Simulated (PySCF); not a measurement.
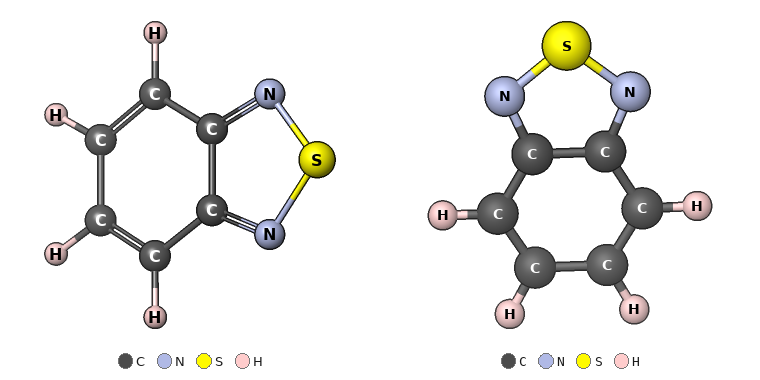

Both panels show the same species.

Computed geometry: PBE0-D3(BJ)/def2-TZVP optimisation. No frequency run is at hand to confirm it as a minimum.

Give the formula.

Answer. C₆H₄N₂S, 13 atoms: 6 carbon, 4 hydrogen, 2 nitrogen and 1 sulfur.

How many bonds of each kind are drawn?

Answer. 6 C–C, 4 C–H, 2 C–N, 2 N–S.

How many sets of symmetry-equivalent atoms are there?

Answer. 7: 2 C, 2 C, 2 C, 2 N, 1 S, 2 H, 2 H.

More results for the same structure follow; atom numbers are the same in all pictures, views and colours differ.

### Geometry

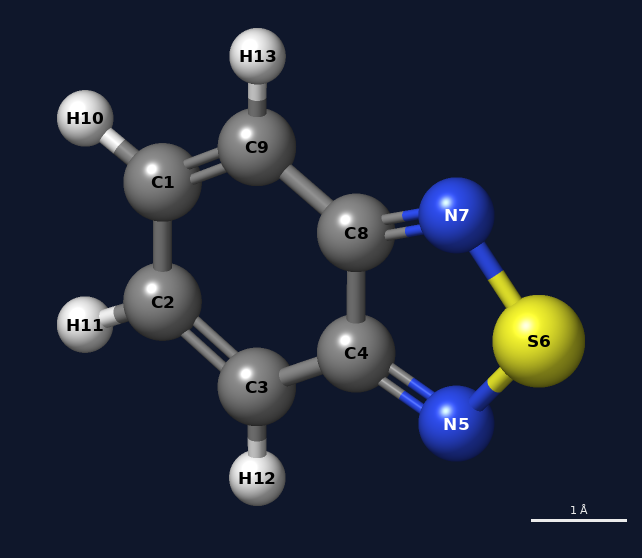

No frequency run is at hand to confirm it as a minimum.

What are the angles C2–C1–C9, C2–C1–H10, C9–C1–H10, N5–S6–N7, C4–N5–S6, N5–C4–C8, C3–C4–C8, C3–C4–N5, C2–C3–C4, C2–C3–H12, C4–C3–H12?

| angle | degrees |
| --- | --- |
| C2–C1–C9 | 121.9 |
| C2–C1–H10 | 118.6 |
| C9–C1–H10 | 119.6 |
| N5–S6–N7 | 101.6 |
| C4–N5–S6 | 106.2 |
| N5–C4–C8 | 113.0 |
| C3–C4–C8 | 120.3 |
| C3–C4–N5 | 126.7 |
| C2–C3–C4 | 117.9 |
| C2–C3–H12 | 122.2 |
| C4–C3–H12 | 119.9 |

### NMR shielding

The questions are on isotropic NMR shieldings of the C atoms. No frequency run is at hand to confirm it as a minimum. Properties computed with GIAO PBE0/pcSseg-2 NMR shielding, non-relativistic, gas phase (PySCF 2.14.0).

Give the isotropic NMR shieldings of the C atoms atom by atom.

| atom | σ (ppm) |
| --- | --- |
| C1 | 47.9 |
| C2 | 47.9 |
| C3 | 54.4 |
| C4 | 21.3 |
| C8 | 21.3 |
| C9 | 54.4 |

### Bond orders

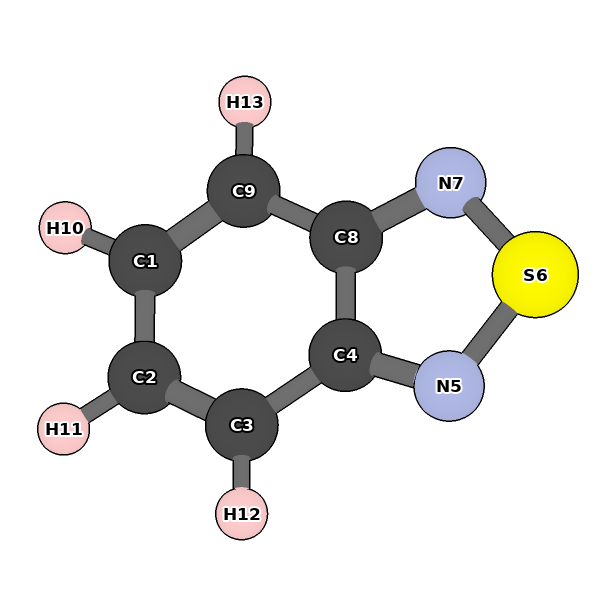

The thickness of each stick grows with its Mayer bond order. No frequency run is at hand to confirm it as a minimum. Computed with PBE0/pcSseg-2 (PySCF 2.14.0).

List the Mayer bond orders of C1–C2, C1–C9, C1–H10, C4–C8, N5–S6, C4–N5, C3–C4, C3–H12 (one bond of each equivalent set).

```
  bond  Mayer order  length (Å)
 C1–C2         1.23       1.421
 C1–C9         1.58       1.364
C1–H10         1.02       1.084
 C4–C8         1.20       1.436
 N5–S6         1.27       1.601
 C4–N5         1.56       1.339
 C3–C4         1.21       1.413
C3–H12         1.02       1.083
```

### Charges

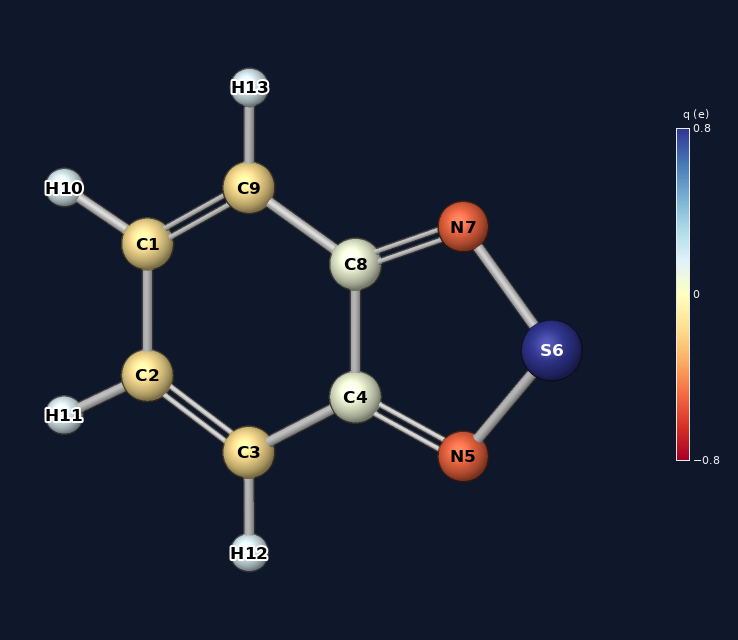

Atoms are coloured by their IAO charges. No frequency run is at hand to confirm it as a minimum. Level of theory: PBE0/pcSseg-2, gas phase (PySCF 2.14.0).

Give the IAO charges atom by atom.

```csv
atom,value (e)
C1,−0.15
C2,−0.15
C3,−0.16
C4,0.07
N5,−0.50
S6,0.80
N7,−0.50
C8,0.07
C9,−0.16
H10,0.16
H11,0.16
H12,0.17
H13,0.17
```
